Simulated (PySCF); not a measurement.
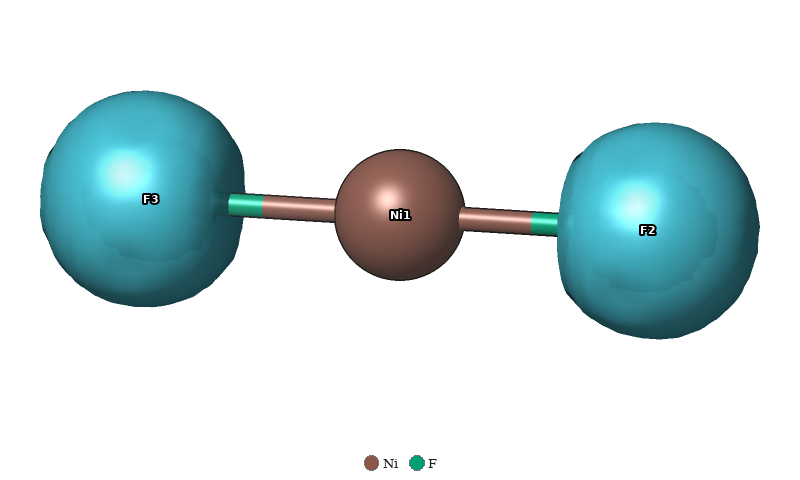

The picture shows: F2Ni (triplet). Isosurface of the electron localisation function at 0.8 (cyan), seen from one side. Only the valence region is drawn (cores and ρ < 0.01 e/Å³ removed).

Geometry: BP86-D3(BJ)/def2-SVP.

The calculation used DFT single point, gas phase, functional B3LYP (PySCF).

> Where are the electrons localised?

The ELF exceeds this value in two regions wrapped around F (the valence shell of each). Along the contacts the grid gives the following. Ni–F (1.70 Å): the ELF peaks at about 0.85 in the valence shell of F, 0.6 Å from its nucleus, and drops to about 0.15 between the two atoms.
